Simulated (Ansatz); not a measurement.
**Te(SiH3)2 (Si₂TeH₆): one molecule under many settings**

How do the results and run time of Te(SiH3)2 (Si₂TeH₆) respond when the settings are drawn wide?

The runs use Ansatz 0.2.0, Gaussian basis; the settings change from run to run.

1 further run of the same task is left out (set aside as unsound or not needed). Runs told in other sessions of the task aren't counted.

## 1. The geometry

The structure was relaxed beforehand with r2SCAN-D4/def2-SVP. Te takes a core potential in def2 sets; no spin-orbit term is included.

9 atoms, charge 0, spin multiplicity 1.

Atoms are counted from 1 here; the program's logs count them from 0.

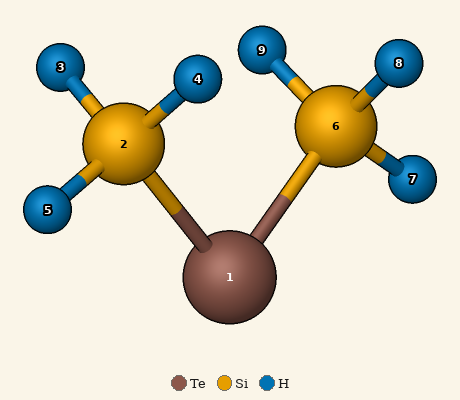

The geometry (tellurium brown, silicon amber, hydrogen blue); atoms are numbered from 1 in the order of the file.

## 2. RPBE/def2-mTZVP

Set apart from the defaults: D3(BJ) with three-body dispersion, high accuracy.

The input, in.yaml:

```yaml
crystal:
  periodic: [false, false, false]
  atoms:
    - {symbol: Te, position_ang: [0.000078, -0.024058, -1.777900]}
    - {symbol: Si, position_ang: [1.799049, 0.022297, -0.026624]}
    - {symbol: H, position_ang: [1.724352, -1.187128, 0.846095]}
    - {symbol: H, position_ang: [1.681859, 1.241634, 0.827515]}
    - {symbol: H, position_ang: [3.097978, 0.039162, -0.758176]}
    - {symbol: Si, position_ang: [-1.799317, -0.023173, -0.026617]}
    - {symbol: H, position_ang: [-3.098788, -0.052796, -0.757388]}
    - {symbol: H, position_ang: [-1.719437, 1.206622, 0.817049]}
    - {symbol: H, position_ang: [-1.685774, -1.222550, 0.856067]}
basis:
  gaussian: {orbitals: def2-mTZVP}
hamiltonian: {xc: {name: RPBE}, dispersion: d3bjatm}
accuracy: high
scf: {omitted_lower_state_checks: [starts]}
output: {forces: true}
```

On the command line:

```
ansatz run in.yaml --threads 4 --pin off --events-out ev --progress --plain --max-ram 3916MiB
```

The log of the run, cut to the lines that bear on the results:

```text
Functional definition: RPBE
  name "RPBE"
  cite "Hammer, Hansen & Nørskov, Phys. Rev. B 59, 7413 (1999) doi:10.1103/PhysRevB.59.7413"
  cite "Perdew, Burke & Ernzerhof, Phys. Rev. Lett. 77, 3865 (1996) doi:10.1103/PhysRevLett.77.3865"
[...]
2092 factors; integrals over basis functions are off by at most 3.9e-9 eV
[...]
mean field -23147.22687575 eV, -850.6448979298 hartree, gradient 4.8e-8 eV, S^2 0.000000; 0 other end points of the search recorded, 0 dependent functions left out
[...]
reference -23147.22688004 eV, -850.6448980877 hartree; 29, 29 occupied and 69, 69 virtual orbitals, 2092 factors
Total energy: -23148.95790616 eV, -850.7085121241 hartree
Atom 0 at     0.000078    -0.024058    -1.777900 Å, force     0.000698     0.002451     0.151938 eV/Å
Atom 1 at     1.799049     0.022297    -0.026624 Å, force    -0.286862    -0.007495    -0.123348 eV/Å
Atom 2 at     1.724352    -1.187128     0.846095 Å, force     0.003707    -0.051507     0.047066 eV/Å
Atom 3 at     1.681859     1.241634     0.827515 Å, force     0.000296     0.052936     0.044056 eV/Å
Atom 4 at     3.097978     0.039162    -0.758176 Å, force     0.076392     0.001050    -0.044829 eV/Å
Atom 5 at    -1.799317    -0.023173    -0.026617 Å, force     0.284854     0.004633    -0.121595 eV/Å
Atom 6 at    -3.098788    -0.052796    -0.757388 Å, force    -0.071850    -0.002064    -0.042229 eV/Å
Atom 7 at    -1.719437     1.206622     0.817049 Å, force    -0.005016     0.049174     0.044381 eV/Å
Atom 8 at    -1.685774    -1.222550     0.856067 Å, force    -0.002219    -0.049179     0.044559 eV/Å
Dipole moment:    -0.000272     0.001420     0.104319 e Å
Checks for a lower state left out: starts
```

Run time: 4.3 s. Hardware: 4 threads of Intel Xeon Platinum 8259CL at 2.50GHz, shared host.

Largest force 0.312 eV/Å, dipole 0.50 D.

## 3. PBE0/def2-TZVP

Options: coordinates scaled by 0.96, D3(BJ) dispersion.

The input, in.yaml:

```yaml
crystal:
  periodic: [false, false, false]
  atoms:
    - {symbol: Te, position_ang: [0.000075, -0.023096, -1.706784]}
    - {symbol: Si, position_ang: [1.727087, 0.021406, -0.025559]}
    - {symbol: H, position_ang: [1.655378, -1.139643, 0.812251]}
    - {symbol: H, position_ang: [1.614585, 1.191968, 0.794414]}
    - {symbol: H, position_ang: [2.974059, 0.037596, -0.727849]}
    - {symbol: Si, position_ang: [-1.727345, -0.022247, -0.025553]}
    - {symbol: H, position_ang: [-2.974836, -0.050684, -0.727092]}
    - {symbol: H, position_ang: [-1.650659, 1.158357, 0.784367]}
    - {symbol: H, position_ang: [-1.618343, -1.173648, 0.821824]}
basis:
  gaussian: {orbitals: def2-TZVP}
hamiltonian: {xc: {name: PBE0}, dispersion: d3bj}
scf: {omitted_lower_state_checks: [starts]}
```

Launched as before.

The log of the run, cut to the lines that bear on the results:

```text
Functional definition: PBE0
  name "PBE0"
  cite "Adamo & Barone, J. Chem. Phys. 110, 6158 (1999) doi:10.1063/1.478522"
  cite "Perdew, Burke & Ernzerhof, Phys. Rev. Lett. 77, 3865 (1996) doi:10.1103/PhysRevLett.77.3865"
  parent pbe
[...]
1238 factors; their error is unknown
[...]
mean field -23140.93992719 eV, -850.4138568318 hartree, gradient 4.9e-5 eV, S^2 0.000000; 0 other end points of the search recorded, 0 dependent functions left out
reference -23140.93996172 eV, -850.4138581009 hartree; 29, 29 occupied and 131, 131 virtual orbitals, 1238 factors
Total energy: -23141.17050841 eV, -850.4223305351 hartree
Checks for a lower state left out: starts
```

It took 1.6 s on 4 threads of Intel Xeon Platinum 8259CL at 2.50GHz, shared host.

## 4. wPBEh/def2-mTZVP

This run has atoms shaken by 0.15 Å, finite nuclei, the search for lower states set to full.

The input, in.yaml:

```yaml
crystal:
  periodic: [false, false, false]
  atoms:
    - {symbol: Te, position_ang: [-0.028966, 0.061332, -1.590040]}
    - {symbol: Si, position_ang: [1.622951, -0.250800, 0.138977]}
    - {symbol: H, position_ang: [1.591416, -1.303910, 0.778049]}
    - {symbol: H, position_ang: [1.635156, 1.227916, 1.085246]}
    - {symbol: H, position_ang: [3.232003, 0.029771, -0.776739]}
    - {symbol: Si, position_ang: [-1.751774, 0.044733, 0.143376]}
    - {symbol: H, position_ang: [-2.976515, -0.135164, -0.918349]}
    - {symbol: H, position_ang: [-1.700562, 1.377589, 0.753437]}
    - {symbol: H, position_ang: [-1.403312, -1.084864, 0.956433]}
basis:
  gaussian: {orbitals: def2-mTZVP, nuclear_model: gaussian}
hamiltonian: {xc: {name: wPBEh}}
scf: {lower_state_search: full}
```

Launched as before.

The log of the run, cut to the lines that bear on the results:

```text
Functional definition: wPBEh
  name "wPBEh"
  cite "Heyd, Scuseria & Ernzerhof, J. Chem. Phys. 118, 8207 (2003) doi:10.1063/1.1564060"
  cite "Krukau, Vydrov, Izmaylov & Scuseria, J. Chem. Phys. 125, 224106 (2006) doi:10.1063/1.2404663"
  cite "Heyd & Scuseria, J. Chem. Phys. 120, 7274 (2004) doi:10.1063/1.1668634"
  cite "Ernzerhof & Perdew, J. Chem. Phys. 109, 3313 (1998) doi:10.1063/1.476928"
  cite "Perdew, Burke & Ernzerhof, Phys. Rev. Lett. 77, 3865 (1996) doi:10.1103/PhysRevLett.77.3865"
  parent pbe
[...]
1000 factors; integrals over basis functions are off by at most 6.7e-4 eV
130 factors; integrals over basis functions are off by at most 6.0e-7 eV
[...]
mean field -23138.63277583 eV, -850.3290705831 hartree, gradient 3.4e-5 eV, S^2 0.000000; 0 other end points of the search recorded, 0 dependent functions left out
reference -23138.63282168 eV, -850.3290722681 hartree; 29, 29 occupied and 69, 69 virtual orbitals, 1000 factors
Total energy: -23138.63282168 eV, -850.3290722681 hartree
```

It took 1.4 s on 4 threads of Intel Xeon Platinum 8259CL at 2.50GHz, shared host.

## 5. wPBEh/def2-mTZVPP

Set apart from the defaults: multiplicity 3.

The input, in.yaml:

```yaml
crystal:
  periodic: [false, false, false]
  atoms:
    - {symbol: Te, position_ang: [0.000078, -0.024058, -1.777900]}
    - {symbol: Si, position_ang: [1.799049, 0.022297, -0.026624]}
    - {symbol: H, position_ang: [1.724352, -1.187128, 0.846095]}
    - {symbol: H, position_ang: [1.681859, 1.241634, 0.827515]}
    - {symbol: H, position_ang: [3.097978, 0.039162, -0.758176]}
    - {symbol: Si, position_ang: [-1.799317, -0.023173, -0.026617]}
    - {symbol: H, position_ang: [-3.098788, -0.052796, -0.757388]}
    - {symbol: H, position_ang: [-1.719437, 1.206622, 0.817049]}
    - {symbol: H, position_ang: [-1.685774, -1.222550, 0.856067]}
basis:
  gaussian: {orbitals: def2-mTZVPP}
magnetization: {spin_polarized: true, initial_magnetization: 2}
hamiltonian: {xc: {name: wPBEh}}
output: {forces: true}
```

Launched as before.

The log of the run, cut to the lines that bear on the results:

```text
Functional definition: wPBEh
  name "wPBEh"
  cite "Heyd, Scuseria & Ernzerhof, J. Chem. Phys. 118, 8207 (2003) doi:10.1063/1.1564060"
  cite "Krukau, Vydrov, Izmaylov & Scuseria, J. Chem. Phys. 125, 224106 (2006) doi:10.1063/1.2404663"
  cite "Heyd & Scuseria, J. Chem. Phys. 120, 7274 (2004) doi:10.1063/1.1668634"
  cite "Ernzerhof & Perdew, J. Chem. Phys. 109, 3313 (1998) doi:10.1063/1.476928"
  cite "Perdew, Burke & Ernzerhof, Phys. Rev. Lett. 77, 3865 (1996) doi:10.1103/PhysRevLett.77.3865"
  parent pbe
[...]
1216 factors; integrals over basis functions are off by at most 7.4e-4 eV
115 factors; integrals over basis functions are off by at most 6.1e-7 eV
[...]
mean field -23137.65228330 eV, -850.2930381474 hartree, gradient 2.4e-5 eV, S^2 2.003638; 5 other end points of the search recorded, 0 dependent functions left out
[...]
reference -23137.65233730 eV, -850.2930401318 hartree; 30, 28 occupied and 90, 92 virtual orbitals, 1216 factors
Total energy: -23137.65233730 eV, -850.2930401318 hartree
Atom 0 at     0.000078    -0.024058    -1.777900 Å, force    -0.004163    -0.044723    -3.200180 eV/Å
Atom 1 at     1.799049     0.022297    -0.026624 Å, force     1.129426     0.037191     1.493127 eV/Å
Atom 2 at     1.724352    -1.187128     0.846095 Å, force     0.074939     0.015805     0.049529 eV/Å
Atom 3 at     1.681859     1.241634     0.827515 Å, force     0.077744    -0.013388     0.053793 eV/Å
Atom 4 at     3.097978     0.039162    -0.758176 Å, force    -0.158274    -0.002917     0.006170 eV/Å
Atom 5 at    -1.799317    -0.023173    -0.026617 Å, force    -1.129499     0.006679     1.489167 eV/Å
Atom 6 at    -3.098788    -0.052796    -0.757388 Å, force     0.162610     0.002195     0.009150 eV/Å
Atom 7 at    -1.719437     1.206622     0.817049 Å, force    -0.076240    -0.018490     0.048986 eV/Å
Atom 8 at    -1.685774    -1.222550     0.856067 Å, force    -0.076542     0.017649     0.050259 eV/Å
Dipole moment:    -0.001221    -0.000997    -0.063558 e Å
```

Run time: 6 s. Hardware: 4 threads of Intel Xeon Platinum 8259CL at 2.50GHz, shared host.

Largest force 3.200 eV/Å, dipole 0.31 D, ⟨S²⟩ 2.004.

## 6. The runs in one table

```csv
level,charge,multiplicity,geometry,functions,energy (eV),time
RPBE/def2-mTZVP,0,1,relaxed,98,-23148.958,4.3 s
PBE0/def2-TZVP,0,1,scaled,160,-23141.171,1.6 s
wPBEh/def2-mTZVP,0,1,shaken,98,-23138.633,1.4 s
wPBEh/def2-mTZVPP,0,3,relaxed,120,-23137.652,6 s
```

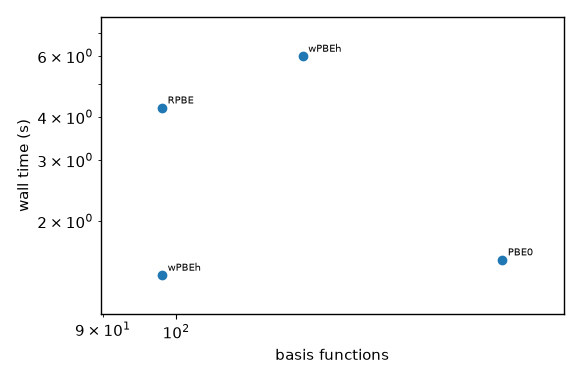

Wall time against the number of basis functions (shared host).

## 7. Summary of results

```
quantity                    value
    runs                        4
quickest  wPBEh/def2-mTZVP, 1.4 s
 slowest   wPBEh/def2-mTZVPP, 6 s
```

In words: The runs differ in state or geometry as well as level, so their energies can't be set against each other. Run time spans a factor of 4, from wPBEh/def2-mTZVP to wPBEh/def2-mTZVPP. The jobs differ in tasks and options as well as level. At the r2SCAN-D4/def2-SVP geometry and in the same state, the sound runs without point charges leave forces up to 0.31 eV/Å (RPBE/def2-mTZVP).
